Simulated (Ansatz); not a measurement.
**Computed energy against volume: CrI3 (BiI3 type, space group R-3)**

CrI₃ (BiI3 type, space group R-3)

```xyz
8
Lattice="3.4091 1.9682 6.4926 -3.4091 1.9682 6.4926 0.0000 -3.9365 6.4926" Properties=species:S:1:pos:R:3 pbc="T T T"
Cr     0.0000     0.0000     6.5026
Cr     0.0000     0.0000    12.9751
I     -2.2281    -0.0954     8.0470
I      1.1967    -1.8819     8.0470
I      1.0314     1.9773     8.0470
I      2.2281     0.0954    11.4307
I     -1.1967     1.8819    11.4307
I     -1.0314    -1.9773    11.4307
```

Equation-of-state scan: isotropic scaling of the cell above, V₀ being its volume. The atoms relax within the cell's symmetry.

Method: PBE-D3(BJ) (plane waves to 420 eV, PAW, scalar-relativistic; Ansatz, a program for electronic structure). k mesh 6×6×6 (Γ-centred), Fermi-Dirac smearing 0.05 eV. The energy includes the smearing's −TS. Compression counts positive. With the shape held, the modulus is that of even scaling; a crystal free to change shape is softer. CrI3 was relaxed with its symmetry unable to fall. Relaxed CrI3 ends ferromagnetic. Spin-orbit coupling is left out, though I is heavy. The magnetic order is the one the run started from; other orders were not tried. The zero of ΔE is the relaxed starting cell.

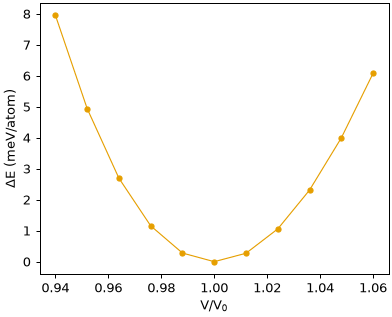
ΔE (meV/atom) against V/V₀; markers are the computed points, lines only join them.

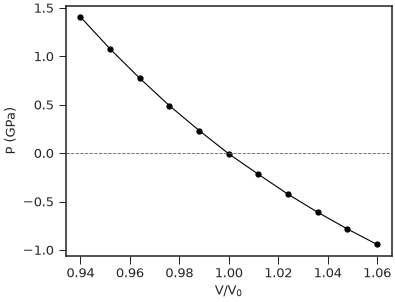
Figure. P (GPa) against V/V₀; markers are the computed points, lines only join them.

The equilibrium volume of the fit is 32.67 Å³/atom and the pressure at the smallest volume comes out as 1.4 GPa. The pressure derivative B₀′ (fit) is 5.9 and the energy cost of the largest expansion is 6.1 meV/atom. The pressure for 5 % compression (fit) comes out as 1.1 GPa.

P = (3B₀/2)(x⁷ − x⁵)[1 + ¾(B₀′ − 4)(x² − 1)] with x = (1/0.95)^(1/3), B₀ = 18.9 GPa and B₀′ = 5.89.

(Under strain, the slope of the energy per volume gives the stress and its curvature an elastic modulus.)
